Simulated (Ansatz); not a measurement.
# What Ca3SiS (model cell, started as antiperovskite) distorts into

Wanted: the energy along a soft mode of Ca3SiS (model cell, started as antiperovskite) and the structure at the end.

Program: Ansatz 0.2.0. Level of theory: DFT PBEsol, scalar-relativistic, plane waves, PAW; PAW set soft_1. Results are calculated unless marked as measured.

The structure was built from a prototype and need not be the compound's stable phase.

## (1) Starting point

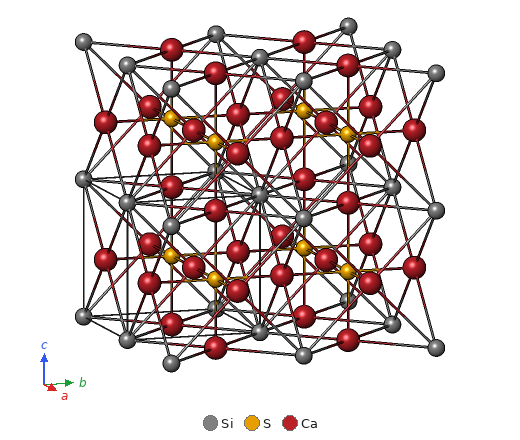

Start, viewed slightly off an axis; silicon grey, sulfur orange, calcium red. 2×2×2 cells are drawn. Some periodic images of atoms are drawn too.

## (2) Response at finite wavevector

The cell comes from relaxations at this level that are not shown. Stability and thermal properties need the whole zone. Linear response on a 2×2×2 q mesh gives force constants as far as a supercell of that size would.

The input, input.yaml:

```yaml
crystal:
  lattice:
    - [5.1680341995, 0.0, 0.0]
    - [0.0, 5.1680341995, 0.0]
    - [0.0, 0.0, 5.1680341995]
  atoms:
    - { symbol: Si, position: [0.0, 0.0, 0.0] }
    - { symbol: S, position: [0.5, 0.5, 0.5] }
    - { symbol: Ca, position: [0.5, 0.5, 0.0] }
    - { symbol: Ca, position: [0.5, 0.0, 0.5] }
    - { symbol: Ca, position: [0.0, 0.5, 0.5] }
kpoints:
  mp_grid: { grid: [8, 8, 8] }
hamiltonian:
  xc: pbesol
  pseudopotentials: { kind: paw, azcp: { folder: soft_1 }, xc_functional: pbe }
scf:
  occupations: { method: methfessel_paxton, width: 0.2 }
output:
  eigenvalues: true
phonons:
  method: dfpt
  qmesh: [2, 2, 2]
  temperatures: { t_max: 1000, t_step: 50 }
  qpath:
    path:
      - [[0.0, 0.0, 0.0], [0.0, 0.5, 0.0], [0.5, 0.5, 0.0], [0.0, 0.0, 0.0], [0.5, 0.5, 0.5], [0.0, 0.5, 0.0]]
      - [[0.5, 0.5, 0.5], [0.5, 0.5, 0.0]]
    npoints: 10
```

Command:

```bash
$ ansatz run input.yaml --threads 8 --pin off --max-ram 16384MiB --backend cpu --events-out ev --progress --plain --runs-dir out
```

Numbers of over 12 decimals in the logs are rounded to 6 here.

What it wrote:

```text
Engine: ansatz 0.2.0, aarch64-unknown-linux-gnu
Pseudopotentials: kind: paw
Pseudopotential: Si, paw, valence charge 4, recommended cutoff 420 eV (normal), soft_1/Si.paw.azcp
Pseudopotential: S, paw, valence charge 6, recommended cutoff 420 eV (normal), soft_1/S.paw.azcp
Pseudopotential: Ca, paw, valence charge 10, recommended cutoff 420 eV (normal), soft_1/Ca.paw.azcp
Functional definition: PBEsol
  exchange = pbesol_x
  correlation = pbesol_c
Crystal: 5 atoms, lattice volume = 138.031 Å³
Basis set: ecut = 420 eV, 2721 PW (Γ), exchange–correlation on 72×72×72 points (8 copies of the dense FFT grid, shifted against one another)
Bands: 25, of which v1, the nominal top of the filled ones, is band 20 counted from 1 (19 counted from 0)
Symmetry: 48 space group operations
k-points: 35 of 512
Non-local potential: Si, projectors of the file, l = 0: 2, l = 1: 2, l = 2: 1
Non-local potential: S, projectors of the file, l = 0: 2, l = 1: 2, l = 2: 1
Non-local potential: Ca, projectors of the file, l = 0: 3, l = 1: 2, l = 2: 2
PAW form: soft (Blöchl's): semilocal exchange-correlation on the pseudo side does not see the compensation charge
PAW frozen core: Si, regenerated for the run's functional, and the local potential with it (the file was generated under x = pbe(κ = 0.804, μ = 0.219515), c = pbe(β = 0.066725))
PAW frozen core: S, regenerated for the run's functional, and the local potential with it (the file was generated under x = pbe(κ = 0.804, μ = 0.219515), c = pbe(β = 0.066725))
PAW frozen core: Ca, regenerated for the run's functional, and the local potential with it (the file was generated under x = pbe(κ = 0.804, μ = 0.219515), c = pbe(β = 0.066725))
PAW one-centre angular grid: Si, 110 points (default); XC on 64 Gauss nodes
PAW one-centre angular grid: S, 110 points (default); XC on 64 Gauss nodes
PAW one-centre angular grid: Ca, 110 points (default); XC on 64 Gauss nodes
Initial density: superposition of atomic densities (chi_scale 0.1, normalization cell, long waves kept (reshape's long-wave potential 0.00 eV rms))
Initial wavefunctions: pseudopotential atomic-orbital guess
Functional: x = pbesol(κ = 0.804, μ = 0.123457), c = pbesol(β = 0.046)
SCF iter   1: F=—  HF=-6892.202755 eV  |F-HF|=—  |Δ(HF+E_count)|=         —  Δρ=2.49e-2  dr2=1.08e0  ethr=3.10e-3  ⟨swp⟩=9.4  Hψ=10893  notcnv=0
automatic band count: the SCF goes on with 30 bands, as 25 were too few: the levels above may hold too much charge
preconditioner: auto → Kerker (q_TF=auto, 2.219 Å⁻¹)  [metal: Δε(μ)=0.033 eV  Ē_g=5.440 eV  σ=0.200 eV  W_gap=0.14  n_scr=26 (ndim 8)  ℏωp=11.8 eV  f_vac=0.000  D(μ)=0.35/eV (n_scr^D=0)]
SCF iter   2: F=—  HF=-6891.934445 eV  |F-HF|=—  |Δ(HF+E_count)|=   2.68e-1  S|Δr|=    0.00e0  Δρ=1.33e-2  dr2=3.14e-1  ethr=2.71e-3  ⟨swp⟩=2.9  Hψ=1954  notcnv=0  defer=103
SCF iter   3: F=—  HF=-6891.887215 eV  |F-HF|=—  |Δ(HF+E_count)|=   4.72e-2  S|Δr|=    0.00e0  Δρ=4.05e-3  dr2=3.48e-2  ethr=7.86e-4  ⟨swp⟩=3.0  Hψ=1876  notcnv=0  defer=103
SCF iter   4: F=—  HF=-6891.888573 eV  |F-HF|=—  |Δ(HF+E_count)|=   1.36e-3  S|Δr|=    0.00e0  Δρ=5.71e-4  dr2=8.95e-4  ethr=8.71e-5  ⟨swp⟩=2.0  Hψ=1181  notcnv=0  defer=103
SCF iter   5: F=—  HF=-6891.888533 eV  |F-HF|=—  |Δ(HF+E_count)|=   3.93e-5  S|Δr|=    0.00e0  Δρ=1.82e-4  dr2=8.07e-5  ethr=2.24e-6  ⟨swp⟩=2.4  Hψ=1491  notcnv=0  defer=103
SCF iter   6: F=—  HF=-6891.888513 eV  |F-HF|=—  |Δ(HF+E_count)|=   2.06e-5  S|Δr|=    0.00e0  Δρ=4.68e-5  dr2=8.22e-6  ethr=2.02e-7  ⟨swp⟩=2.0  Hψ=1079  notcnv=0  defer=103
SCF iter   7: F=—  HF=-6891.888509 eV  |F-HF|=—  |Δ(HF+E_count)|=   3.74e-6  S|Δr|=    0.00e0  Δρ=1.50e-5  dr2=3.30e-7  ethr=2.05e-8  ⟨swp⟩=2.0  Hψ=1201  notcnv=0  defer=103
SCF iter   8: F=—  HF=-6891.888510 eV  |F-HF|=—  |Δ(HF+E_count)|=   6.80e-7  S|Δr|=    0.00e0  Δρ=3.12e-6  dr2=1.26e-8  ethr=8.25e-10  ⟨swp⟩=2.8  Hψ=1578  notcnv=0  defer=103
SCF iter   9: F=—  HF=-6891.888510 eV  |F-HF|=—  |Δ(HF+E_count)|=   1.76e-9  S|Δr|=    0.00e0  Δρ=6.55e-7  dr2=7.82e-10  ethr=3.14e-11  ⟨swp⟩=2.6  Hψ=1604  notcnv=0  defer=103
SCF iter  10: F=—  HF=-6891.888510 eV  |F-HF|=—  |Δ(HF+E_count)|=  1.70e-10  S|Δr|=    0.00e0  Δρ=1.64e-7  dr2=4.13e-11  ethr=1.95e-12  ⟨swp⟩=1.3  Hψ=971  notcnv=0  defer=103
[...]
SCF 1 converged in 11 iterations: F = -6891.888510 eV  dr2 = 6.98e-13
  greatest PAW one-centre occupation: 0.995 electrons in one spin orbital (limit 2), on the Ca atom at site 4 (counted from 0), in its partial waves of l = 0
Initial density: read from a saved state, or passed on in memory by an earlier SCF of this step, an earlier step, the calling program or the single point that the run made first
[...]
eigensolver tolerance schedule: the retry pair's looser diagonalisation over-reported the residual by 264701.66 of it (diagonalisation noise at an unbounded share of the residual, at the tolerance the schedule requests for it); recorded, not acted on — ethr = c·dr2/N_el stays at c = 1.0e-1
preconditioner: auto → Kerker (q_TF=auto, 2.219 Å⁻¹)  [metal: Δε(μ)=0.025 eV  Ē_g=4.991 eV  σ=0.200 eV  W_gap=0.11  n_scr=26 (ndim 8)  ℏωp=11.8 eV  f_vac=0.000  D(μ)=0.30/eV (n_scr^D=0)]
[...]
SCF 2 converged in 6 iterations: F = -6891.888510 eV  dr2 = 8.30e-12
  greatest PAW one-centre occupation: 0.995 electrons in one spin orbital (limit 2), on the Ca atom at site 3 (counted from 0), in its partial waves of l = 0
k-points: 75 of 512 (irreducible under 8 space group operations, time reversal used)
[...]
preconditioner: auto → Resta (q_TF=auto, 2.219 Å⁻¹)  ε∞=6.6  [insulator: Δε(μ)=0.025 eV  Ē_g=4.998 eV  n_scr=26 (ndim 8)  ℏωp=11.8 eV  f_vac=0.000  ε∞_Penn≈6.6]
[...]
SCF iter   4: F=—  HF=-6891.889457 eV  |F-HF|=—  |Δ(HF+E_count)|=   2.24e-7  Δρ=4.30e-6  dr2=3.90e-8  ethr=1.70e-9  ⟨swp⟩=2.0  Hψ=2357  notcnv=0  defer=158
SCF iter   5: F=—  HF=-6891.889457 eV  |F-HF|=—  |Δ(HF+E_count)|=   1.39e-8  Δρ=9.40e-7  dr2=1.77e-9  ethr=9.76e-11  ⟨swp⟩=2.0  Hψ=3071  notcnv=0  defer=158
SCF iter   6: F=-6891.889457 eV  HF=-6891.889457 eV  |F-HF|=1.73e-11  |Δ(HF+E_count)|=  7.28e-11  Δρ=2.27e-7  dr2=7.54e-11  ethr=1.00e-12  ⟨swp⟩=10.6  Hψ=11040  notcnv=0
SCF 3 converged in 6 iterations: F = -6891.889457 eV  dr2 = 7.54e-11
NSCF: frozen V_eff on 7 k-points
DFPT response loops at Γ: preconditioner auto → Resta (q_TF=auto, 2.219 Å⁻¹)  ε∞=53.2 (no band partly filled); β = 1.00, the filter's whole step (`scf.mixing.beta` (0.50) is not read by the response loops at its default; to damp them type it under 1.00, their step now; it binds the ground state too); Broyden in place of MSR1
[...]
NSCF: frozen V_eff on 250 k-points
DFPT response loops at q = (0, 0, -0.5) (fractional): mixed as the last ones told, above
NSCF: frozen V_eff on 250 k-points
DFPT response loops at q = (0, -0.5, -0.5) (fractional): mixed as the last ones told, above
NSCF: frozen V_eff on 250 k-points
DFPT response loops at q = (-0.5, -0.5, -0.5) (fractional): mixed as the last ones told, above
SCF converged after 11 iterations
Stability not checked: this state was not tested for a lower state beside it, because cold or Methfessel-Paxton smearing, or corrected tetrahedra, fill the levels in a way that the test cannot read (fill_not_monotonic; see scf.lower_state_search)
Free energy (F): -6891.888510 eV
Harris-Foulkes:  -6891.888510 eV  (|F-HF|=0.00e0)
Internal energy: -6891.892730 eV  (E = F + TS)
E sigma→0 (E₀):  -6891.889565 eV
Entropy (-TS):   0.004220 eV (0.844 meV/atom)
Fermi energy:    6.873429 eV
Step filling:    the computed levels leave a gap of 0.0252 eV = 0.1 smearing widths at the electron count; against every level under it full and every level over it empty, smearing changes F+E_penalty+E_count by +0.958 meV and its σ→0 estimate by -0.097 meV
--- Per-component energies (eV) ---
  E_band       = -464.201973
  E_kinetic    = 908.805541
  E_local      = -2753.553046  (includes V_loc(G=0)·N_el)
  E_nonlocal   = 329.847953
  E_hartree    = 941.327436
  E_xc         = -523.317746
  E_vxc        = -603.869660  (∫ρ·V_xc dr)
  E_paw        = -3620.647935  (= ΣΔE_a)
  E_vpaw       = -228.087648  (= ΣTr[D̂ρ^β])
  E_aug_tail   = 0.000024  (compensation charges beyond the density's cutoff)
  E_ewald      = -2174.804850
  E_core_change = 0.449893  (= ΣΔE_core)
  E_smearing   = 0.004220  (= −TS)
  E_closure    = -0.000000  (closes the sum)
  Σ components = -6891.888510   (vs F -6891.888510, Δ=0.00e0)
--- Band table (eV; the first three rows and the last of 35) ---
  k-point 0: bands = [... 16 lower, 2.5066, 6.8594, 6.8594, 6.8594, 6.8846, 6.8846, 6.8846, 6.9484, ... 6 higher]
  k-point 1: bands = [... 16 lower, 2.4859, 5.9949, 6.4739, 6.4739, 6.9199, 7.0458, 7.2626, 7.3910, ... 6 higher]
  k-point 2: bands = [... 16 lower, 2.4371, 5.1399, 6.1973, 6.1973, 7.0123, 7.3192, 7.6046, 8.0050, ... 6 higher]
  k-point 34: bands = [... 16 lower, 0.9970, 5.3723, 5.3723, 5.3723, 7.9578, 7.9578, 7.9578, 9.1383, ... 6 higher]
--- Phonons (Γ-DFPT): 4 representative perturbations + reference (Σ response iterations 12) ---
  ASR residual: 4.676e-5 → 0.000e0 eV/Å²; symmetrization residual: 3.001e-6 eV/Å²
  ASR residual per site (eV/Å²): 4.65e-7 4.68e-5 3.73e-5 3.73e-5 3.73e-5
  Γ frequencies (cm⁻¹): -78.83 -78.83 -78.83 0.00 0.00 0.00 42.08 42.08 42.08 154.75 154.75 154.75 401.04 401.04 401.04
  Unit cell's response to a homogeneous field, on a k mesh of 12×12×12: 1 representative field direction (Σ response iterations 10)
  ε∞ (high-frequency dielectric tensor):
       46.672906    -0.000000     0.000000
       -0.000000    46.672906     0.000000
        0.000000     0.000000    46.672906
  ε⁰ (static dielectric tensor): not given — the deck does not say what the cell's rigid motions are, and on a molecule in a box or a wire the rigid rotations would enter the sum over the modes at Γ. For a crystal or a slab, whose only rigid motions are the translations, set phonons.rigid_motions: translations.
  Born effective charges Z* (e; rows j = field, columns β = displacement):
    site 0:
        -5.97735   -0.00000    0.00000
        -0.00000   -5.97735    0.00000
        -0.00000    0.00000   -5.97735
    site 1:
        -5.01807   -0.00000    0.00000
         0.00000   -5.01807    0.00000
         0.00000    0.00000   -5.01807
    site 2:
         3.96100   -0.00000    0.00000
         0.00000    3.96100    0.00000
         0.00000    0.00000    3.07341
    site 3:
         3.96100    0.00000   -0.00000
         0.00000    3.07341    0.00000
        -0.00000    0.00000    3.96100
    site 4:
         3.07341    0.00000    0.00000
        -0.00000    3.96100    0.00000
        -0.00000    0.00000    3.96100
  Z* charge neutrality: 2.202e-6 e pre-enforcement
  k-mesh period / interband length: 62.0 Å / 9.24 Å = 6.71 at k = (0.0000, 0.0000, 0.0000), direct gap 0.023 eV — UNDER 14: by this measure the k-mesh is too coarse for the response
  optical modes at Γ without the LO–TO term, one row a degenerate level:
      ω (cm⁻¹)  modes    IR ((D/Å)²/amu)
        -78.83      3           156.4951
         42.08      3             0.0000
        154.75      3             0.4308
        401.04      3            55.9874
  optical modes at Γ + LO–TO along q̂ = [1.0000, 0.0000, 0.0000]:
      ω (cm⁻¹)  modes    IR ((D/Å)²/amu)
        -78.83      2           104.3301
         42.08      3             0.0000
        101.59      1            47.4145
        154.75      2             0.2872
        155.08      1             0.6352
        401.04      2            37.3250
        409.51      1            22.9214
  optical modes at Γ + LO–TO along q̂ = [0.0000, 1.0000, 0.0000]:
      ω (cm⁻¹)  modes    IR ((D/Å)²/amu)
        -78.83      2           104.3301
         42.08      3             0.0000
        101.59      1            47.4145
        154.75      2             0.2872
        155.08      1             0.6352
        401.04      2            37.3250
        409.51      1            22.9214
  optical modes at Γ + LO–TO along q̂ = [0.0000, 0.0000, 1.0000]:
      ω (cm⁻¹)  modes    IR ((D/Å)²/amu)
        -78.83      2           104.3301
         42.08      3             0.0000
        101.59      1            47.4145
        154.75      2             0.2872
        155.08      1             0.6352
        401.04      2            37.3250
        409.51      1            22.9214
--- Phonons (arbitrary-q DFPT): 4 irreducible q on the 2×2×2 mesh ---
  q = [0.0000, 0.0000, 0.0000] (star 1, of the zone-centre solve; hermiticity 4.63e-7, symmetrization 1.56e-13): -78.83 -78.83 -78.83 -0.00 0.00 0.00 42.08 42.08 42.08 154.75 154.75 154.75 401.04 401.04 401.04
  q = [0.0000, 0.0000, -0.5000] (star 3, 9 solved perturbations in 975 linear systems a pass and spin channel, the states on 125 of 512 k-point pairs; hermiticity 7.01e-7, symmetrization 1.45e-7): -44.05 -44.05 -21.35 -21.35 24.56 94.79 94.79 111.83 128.55 134.00 134.00 311.04 318.08 401.90 401.90
  q = [0.0000, -0.5000, -0.5000] (star 3, 9 solved perturbations in 975 linear systems a pass and spin channel, the states on 125 of 512 k-point pairs; hermiticity 4.79e-7, symmetrization 1.94e-8): -106.52 -58.90 -58.90 48.90 48.90 60.64 114.76 126.58 126.58 161.69 286.33 309.84 309.84 341.25 401.84
  q = [-0.5000, -0.5000, -0.5000] (star 1, 4 solved perturbations in 350 linear systems a pass and spin channel, the states on 125 of 512 k-point pairs; hermiticity 3.37e-7, symmetrization 2.18e-8): -104.72 -104.72 -104.72 -29.22 -29.22 -29.22 159.66 159.66 159.66 286.81 286.81 310.72 310.72 310.72 349.44
  sum rule: each row above includes the acoustic sum rule's correction from the zone centre's row sums; it moved no ω² by more than (0.63 cm⁻¹)²
  mesh force constants: q→R imaginary residual 2.34e-18; ASR residual 4.676e-5 → 0.000e0 eV/Å²; symmetrization residual 1.066e-14 eV/Å²
  interpolated dispersion: 63 rows × 15 modes
  density of states and harmonic sums: on the 12×12×12 q-mesh, interpolated from the force constants of a 2×2×2 supercell (with the dipole–dipole term)
  largest difference from the sums on the solved wave vectors: F 2.51e-1 eV, S 3.35e-4 and C_V 8.47e-5 eV/K
  zero-point energy: 0.139566 eV/cell   skipped modes (ω ≤ 0): 274, of them read as no rigid motion or as one in doubt: 271 (3.140e0 modes/cell left out, lowest -106.52 cm⁻¹)   left out of the sums: 2.09e-1 of the cell's modes: C_V's classical limit lies that fraction below 3 k_B per atom; for a crystal, a wire or a layer, F and S can be off by more, and a phonons.interpolated_qmesh denser along its periods is the remedy for the sampling
```

Elapsed: 2.4 min, on 8 threads of Arm Neoverse V2, shared host; peak memory 2.6 GiB.

Numbers from this step:

| Quantity | Value |
| --- | --- |
| volume per atom | 27.61 Å³ |
| gap on the k-mesh | 0.02521 eV |
| sum-rule residual before enforcement | 4.68e-5 eV/Å² |
| lowest frequency on the path | -106.5 cm⁻¹ |
| point group | m-3m |
| highest frequency on the path or at a solved wavevector | 409.5 cm⁻¹ |
| highest optical mode at the zone centre (no LO-TO term) | 401.0 cm⁻¹ |
| lowest optical zone-centre mode | -78.83 cm⁻¹ |
| lowest mode on the q mesh (acoustic modes at Γ apart) | -106.5 cm⁻¹ |

Frequencies (cm⁻¹) solved at each irreducible wavevector; negative means imaginary. Frequencies by wavevector, by row:

```csv
q in reciprocal lattice units,star,mode 1,mode 2,mode 3,mode 4,mode 13,mode 14,mode 15
0 0 0,1,-78.8,-78.8,-78.8,0,401,401,401
0 0 -0.5,3,-44,-44,-21.4,-21.4,318.1,401.9,401.9
0 -0.5 -0.5,3,-106.5,-58.9,-58.9,48.9,309.8,341.2,401.8
-0.5 -0.5 -0.5,1,-104.7,-104.7,-104.7,-29.2,310.7,310.7,349.4
```

Interpolated from a 2×2×2 q mesh. The phonon branches at the labelled points (cm⁻¹):

```csv
point,branch 1,branch 2,branch 3,branch 4,branch 12,branch 13,branch 14,branch 15
Γ,-79,-79,0,0,155,401,401,410
X,-44,-44,-21,-21,311,318,402,402
M,-106,-59,-59,49,310,310,341,402
Γ,-79,-79,0,0,155,401,401,410
R,-105,-105,-105,-29,311,311,311,349
X,-44,-44,-21,-21,311,318,402,402
jump to R,-105,-105,-105,-29,311,311,311,349
M,-106,-59,-59,49,310,310,341,402
```

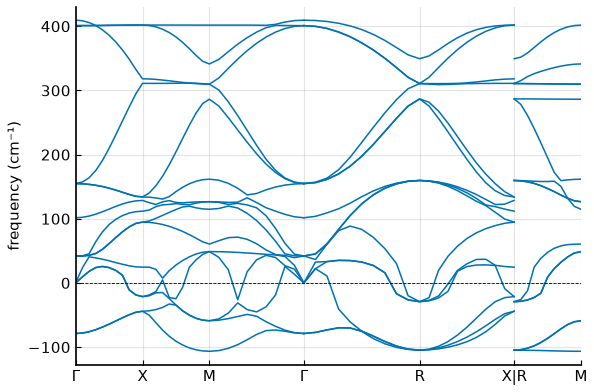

Phonon branches along the path.

Symmetry leaves 4 wavevectors to solve. The lowest mode among them, the acoustic zeros apart, lies at q = (0, -0.5, -0.5) and is imaginary, 106.5i cm⁻¹, so the energy falls along it.

## (3) The mode frozen in, largest atomic shift 0 Å

The mode followed lies at q = (-0.5, -0.5, -0.5) with frequency 104.7i cm⁻¹ and is 3-fold degenerate, one of the unstable modes though not the softest. At small amplitude the distorted cell has space group no. 167 by a symmetry search on the positions. The undistorted cell that holds it gives the zero of energy on the same k mesh.

System of this step: Ca3SiS (model cell, started as antiperovskite). The structure is cubic, space group Pm-3m (No. 221). The conventional cell has a = 5.168 Å, b = 5.168 Å, c = 5.168 Å, α = 90.00°, β = 90.00°, γ = 90.00°. Nearest to Si lie 12 Ca at 3.65 Å. Nearest to S lie 6 Ca at 2.58 Å. Nearest to Ca lie 2 S at 2.58 Å and 8 Ca at 3.65 Å and 4 Si at 3.65 Å. Farther neighbours and most contacts between anions are not listed.

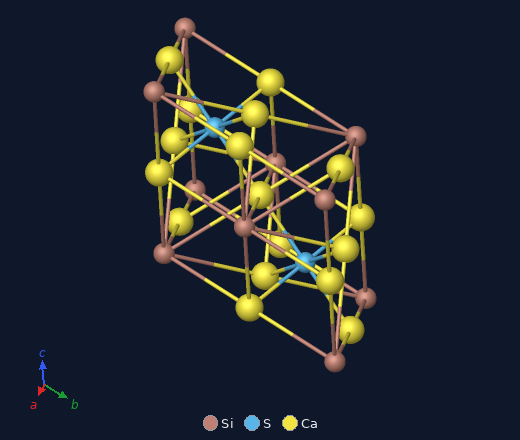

The cell of this step (silicon pink, sulfur blue, calcium yellow). Some periodic images of atoms are drawn too.

input.yaml, the sections that differ from step 2:

```yaml
crystal:
  lattice:
    - [5.1680341995, 5.1680341995, 0.0]
    - [5.1680341995, 0.0, 5.1680341995]
    - [5.1680341995, 0.0, -5.1680341995]
  atoms:
    - { symbol: Si, position: [0.0, 0.0, 0.0] }
    - { symbol: Si, position: [0.0, 0.5, 0.5] }
    - { symbol: S, position: [0.5, 0.25, 0.75] }
    - { symbol: S, position: [0.5, 0.75, 0.25] }
    - { symbol: Ca, position: [0.5, 0.5, 0.5] }
    - { symbol: Ca, position: [0.5, 0.0, 0.0] }
    - { symbol: Ca, position: [0.0, 0.5, 0.0] }
    - { symbol: Ca, position: [0.0, 0.0, 0.5] }
    - { symbol: Ca, position: [0.5, 0.5, 0.0] }
    - { symbol: Ca, position: [0.5, 0.0, 0.5] }
output:
  forces: true
  stress: true
  eigenvalues: true
# kpoints, hamiltonian, scf: as in step 2
# phonons: removed
```

What it wrote:

```text
[...]
Crystal: 10 atoms, lattice volume = 276.062 Å³
Basis set: ecut = 420 eV, 5329 PW (Γ), exchange–correlation on 100×100×100 points (8 copies of the dense FFT grid, shifted against one another)
Bands: 50, of which v1, the nominal top of the filled ones, is band 40 counted from 1 (39 counted from 0)
Symmetry: 96 space group operations
[...]
k-points: 29 of 512
[...]
k-point 0: bands = [... 36 lower, 5.3729, 6.8601, 6.8601, 6.8601, 6.8835, 6.8835, 6.8835, 6.9484, ... 6 higher]
  k-point 1: bands = [... 36 lower, 5.3768, 6.2320, 6.4562, 6.4562, 6.9622, 6.9622, 7.1083, 7.3944, ... 6 higher]
  k-point 2: bands = [... 36 lower, 5.3992, 5.6540, 6.0890, 6.0890, 7.1418, 7.1418, 7.3332, 7.9274, ... 6 higher]
  k-point 28: bands = [... 36 lower, 5.5120, 5.5120, 6.0494, 6.0494, 7.4649, 7.4649, 8.1893, 8.1893, ... 6 higher]
[key lines of the parts left out:]
SCF converged after 8 iterations
Free energy (F): -13783.778412 eV
Fermi energy:    6.870934 eV
P = ⅓ Tr σ = 0.0067 GPa (0.067 kbar)
```

Wall time 2.8 s (8 threads); peak memory 1 GiB.

This step gave:

```
pressure                         : 0.006677 GPa
gap on the k-mesh                : 0.02340 eV
energy from the undistorted cell : 0 meV/atom
```

The run ends at a pressure of 0.01 GPa.

(Continued in part 2 of 3.)

[Logs are printed without paths, hosts, clocks, repeated set-up lines and the standing remarks that a program may print on its own settings, such as how far it seeks lower states.]

[Hosts, paths, dates, database ids (printed as entryN), source tags and the programs' standing remarks are cut or masked in the printed files.]
